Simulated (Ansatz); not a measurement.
**C3H7NS (SMILES CN1CSC1): density, localisation and related maps**

```xyz
12

C    -1.1393    0.5193    0.7436
N     0.0635   -0.2898    0.5806
C     0.4095   -1.2125    1.6806
S     2.2905   -0.9140    1.4123
C     1.3425    0.4296    0.4144
H    -2.0078   -0.1416    0.8368
H    -1.2811    1.1375   -0.1494
H    -1.1022    1.1833    1.6322
H     0.1138   -2.2507    1.5136
H     0.1023   -0.8633    2.6803
H     1.3887    1.4006    0.9345
H     1.6855    0.5151   -0.6192
```

All numbers below come from RKS r2SCAN/6-31G in Ansatz.

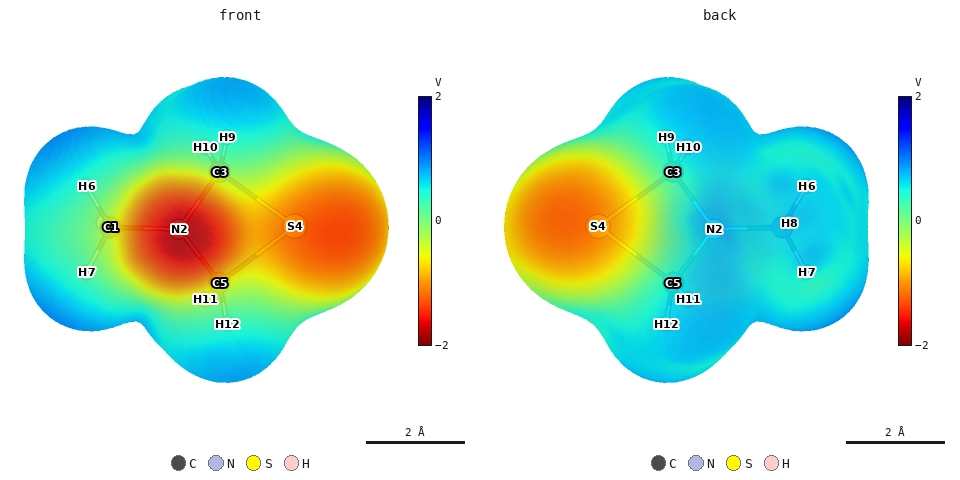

Figure 1. The electrostatic potential painted on the density surface at 0.002 e/bohr³, seen from the front and from behind; the colour scale runs from red (negative) to blue (positive).

Where is the surface potential most negative and most positive?

Answer. The most negative region (about −1.7 V, or −39 kcal/mol for a unit charge) lies over N2, the most positive (about +0.9 V, or +21 kcal/mol for a unit charge) over H6 and H7. N2 is the likeliest acceptor of a hydrogen bond.

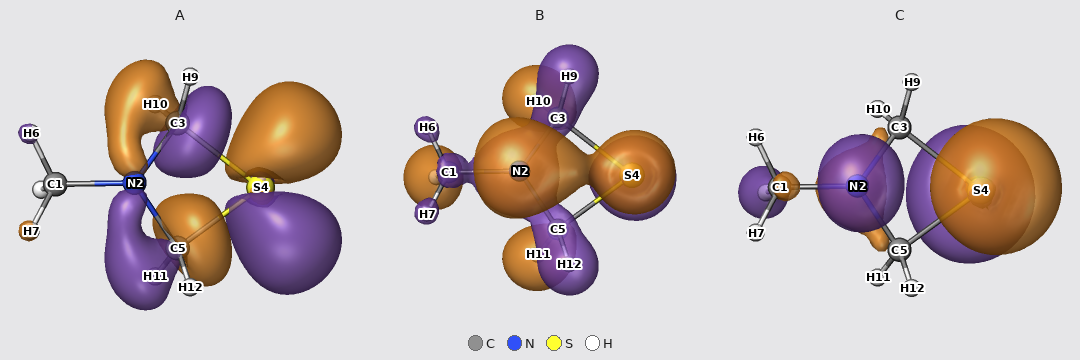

Figure 2. Three frontier orbitals at ±0.1 Å⁻³ᐟ² (orange and purple are the two phases), in no order.

Which picture is the HOMO−1, the HOMO and the LUMO?

Answer. C is the HOMO−1 (−5.59 eV). It lies mainly on S4 (about 70 %) and N2 (about 15 %); largely a lone pair of S4. B is the HOMO (−5.02 eV). Its weight (Hirshfeld) is mainly on N2 (about 45 %), S4 (about 15 %), C3 (about 5 %) and C5 (about 5 %). A is the LUMO (−0.90 eV). By Hirshfeld shares it lies mainly on S4 (about 50 %), C3 (about 20 %) and C5 (about 20 %).

What is the HOMO–LUMO gap?

Answer. 4.12 eV between the orbital energies.

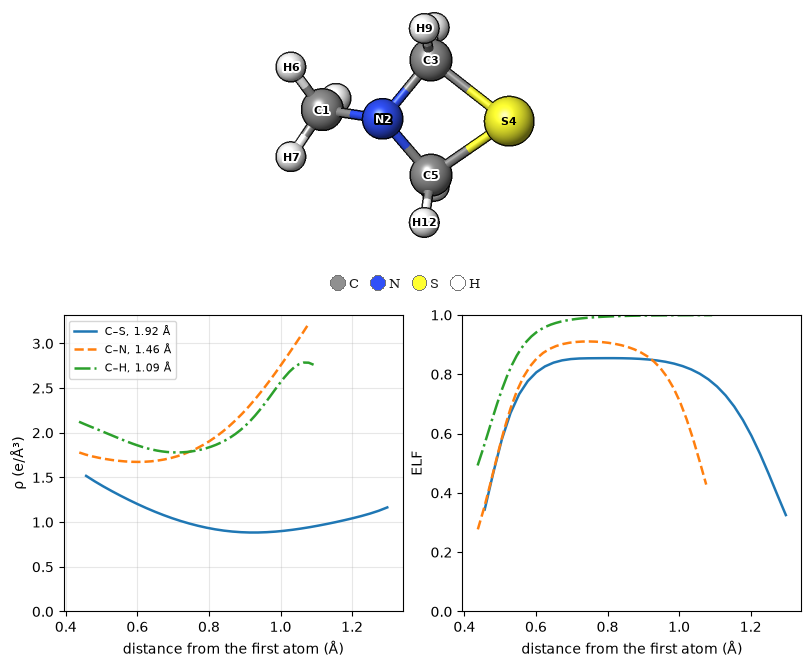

Figure 3. Electron density and ELF along straight lines between neighbouring atoms. The curves leave out the atomic cores. The structure is drawn too.

Compare the contacts.

Answer. C–S (1.92 Å): ρ is about 0.89 e/Å³ halfway; the ELF peaks at about 0.85 between the atoms; a shared electron pair.
C–N (1.46 Å): the density is about 1.8 e/Å³ at the midpoint; the ELF peaks at about 0.90 between the atoms (a covalent bond).
C–H (1.09 Å): ρ is about 1.9 e/Å³ halfway; the ELF climbs to about 1 towards the hydrogen, as it does in any bond to H; an ordinary covalent bond to hydrogen.
